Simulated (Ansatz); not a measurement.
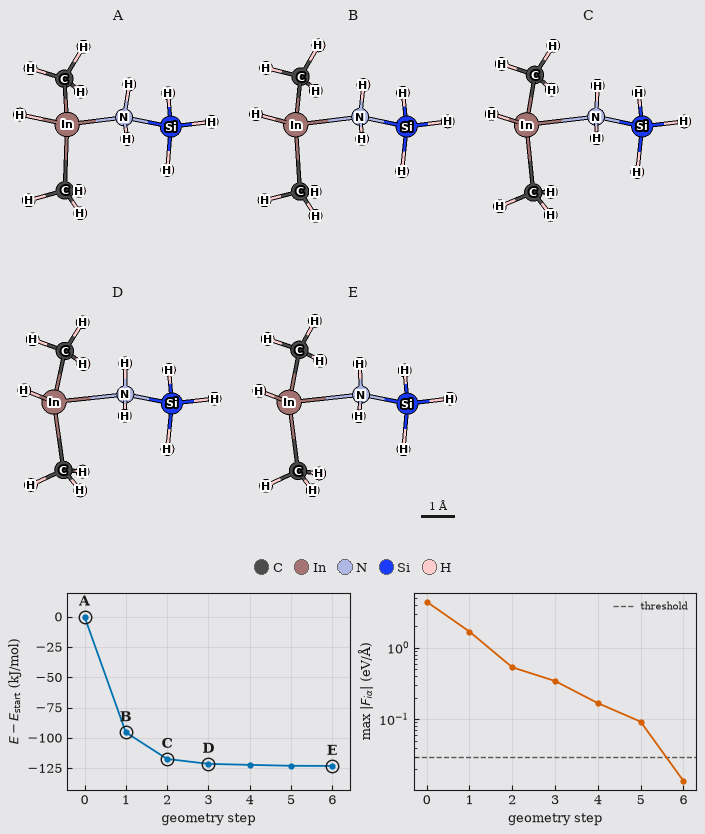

Frames of a relaxation of C₂H₁₂InNSi (coarse preliminary run), marked on the history of the run. The picture is a ball-and-stick view, seen at a tilt.

The start comes from a force field.

Level of theory: Ansatz, RKS PBE-D4/def2-SVP. (force threshold 0.03 eV/Å; at most 200 steps)

Describe the path.

Over 6 geometry steps the energy falls by 123.2 kJ/mol. Largest force component: 4.4 eV/Å at the start, 0.014 eV/Å at the end. The atom that moves furthest after the best rigid fit is the In atom (0.43 Å). Largest moves by element: In 0.43 Å, H 0.30 Å, C 0.18 Å, N 0.16 Å, Si 0.07 Å. Near-neighbour distances that change, for instance: In–N 2.092 → 2.490 Å, C–H 1.183 → 1.109 Å, N–Si 1.864 → 1.795 Å, H–In 1.833 → 1.767 Å. Among the angles between lasting bonds that change: C–In–N 112.2° → 96.4°, N–In–H 108.5° → 93.2°, C–In–N 109.3° → 96.3°. The run took 19 s on 4 threads of Arm Neoverse V1, on a shared host. From step 0 to 1: the In atom moves most (0.20 Å), energy −95.5 kJ/mol. From step 1 to 2: an H atom moves most (0.19 Å), energy −22.0 kJ/mol. From step 2 to 3: an H atom moves most (0.12 Å), energy −4.04 kJ/mol. From step 3 to 6: H atoms move most (0.12 Å), energy −1.72 kJ/mol.
